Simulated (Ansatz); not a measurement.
**CH4ClF2NOW (SMILES C[N]=[W]([OH])([F])([F])[Cl]): density, localisation and related maps**

The calculation's input:

```
basis:
  gaussian: {orbitals: def2-SVPD}
crystal:
  periodic: [false, false, false]
  atoms:
    - symbol: C
      position_ang: [0.365219, -1.455919, -0.696432]
    - symbol: Cl
      position_ang: [1.408090, 2.712024, -1.192002]
    - symbol: F
      position_ang: [-1.384714, 2.061558, -1.040816]
    - symbol: F
      position_ang: [1.121964, 1.141455, -3.578624]
    - symbol: "N"
      position_ang: [0.107962, -0.255466, -1.396764]
    - symbol: O
      position_ang: [-1.488531, 1.035181, -3.445051]
    - symbol: W
      position_ang: [-0.122325, 1.246569, -2.172237]
    - symbol: H
      position_ang: [1.257806, -1.331859, -0.061648]
    - symbol: H
      position_ang: [-0.489314, -1.718755, -0.051945]
    - symbol: H
      position_ang: [0.550717, -2.282549, -1.401307]
    - symbol: H
      position_ang: [-2.028437, 0.275042, -3.682929]
hamiltonian: {xc: pbe0}
output: {forces: true, orbitals: {seedname: orbitals}}
```

Run with:

```sh
ansatz run input.yaml --threads 2 --pin off --max-ram 6090MiB --events-out events.jsonl --progress --plain --runs-dir runs
```

Geometry: PBE0-D4/def2-SVP; core potentials replace the inner electrons of W.

All numbers below come from isolated molecule in a Gaussian basis; Kohn-Sham density functional theory, functional PBE0 in Ansatz.

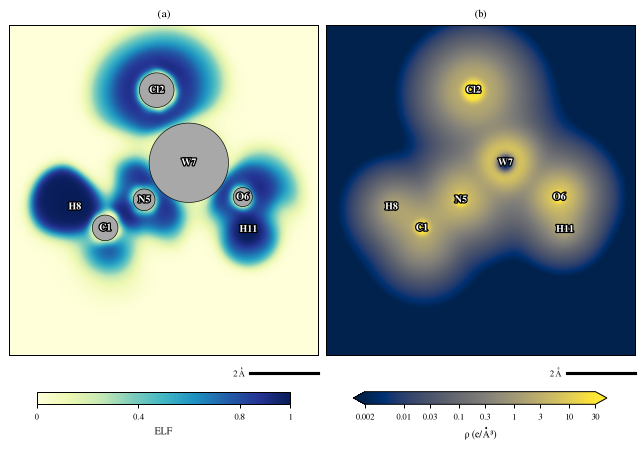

Figure 1. (a) ELF; (b) electron density on the plane of atoms Cl2, W7 and N5. Grey discs cover the atomic cores in the ELF map.

Question: Describe what can be read from this map.

Answer: The section cuts through C, Cl, N, O, W and H sites.
C–N (1.41 Å): ρ at the midpoint is about 2 e/Å³; the ELF peaks at about 0.95 between the atoms, as expected for localised, covalent bonding.
W–N (1.71 Å): ρ is about 1.8 e/Å³ halfway; the ELF peaks at about 0.70 in the valence shell of N, 0.5 Å from its nucleus, and drops to about 0.35 between the two atoms.
W–O (1.88 Å): ρ is about 1.1 e/Å³ halfway; the ELF peaks at about 0.85 in the valence shell of O, 0.5 Å from its nucleus, and drops to about 0.25 between the two atoms.
W–Cl (2.33 Å): the density is about 0.64 e/Å³ at the midpoint; the ELF peaks at about 0.85 in the valence shell of Cl, 0.8 Å from its nucleus, and is about 0.40 at the midpoint.
O–H (0.96 Å): ρ at the midpoint is about 3.7 e/Å³; the ELF climbs to about 1 towards the hydrogen, as it does in any bond to H: a covalent bond by its length.

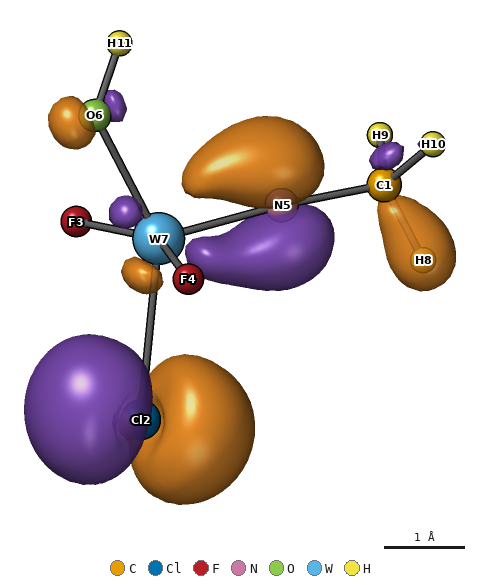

Figure 2. The HOMO at ±0.15 Å⁻³ᐟ² (orange and purple are the two phases), seen at a tilt.

Question: Where does this orbital lie, and at what energy?

Answer: Its weight (Hirshfeld) is mainly on Cl2 (about 60 %), N5 (about 20 %) and W7 (about 10 %). Its energy is −8.71 eV.

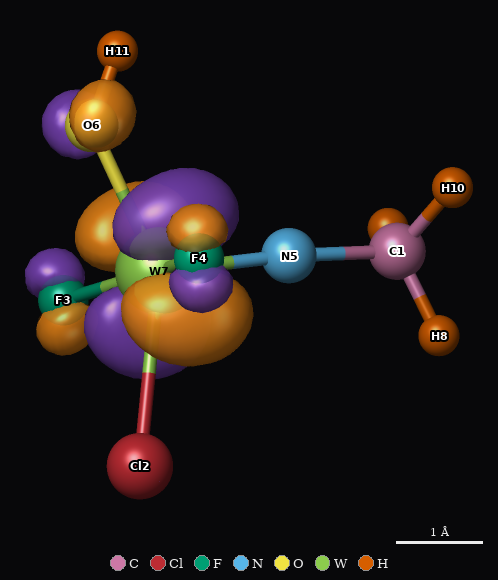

Figure 3. One frontier orbital at ±0.2 Å⁻³ᐟ² (orange and purple are the two phases), seen at a tilt.

Question: Which orbital is it: HOMO or LUMO?

Answer: The LUMO, at −3.03 eV. By Hirshfeld shares it lies mainly on W7 (about 65 %), O6 (about 10 %), Cl2 (about 5 %), F4 (about 5 %) and F3 (about 5 %).
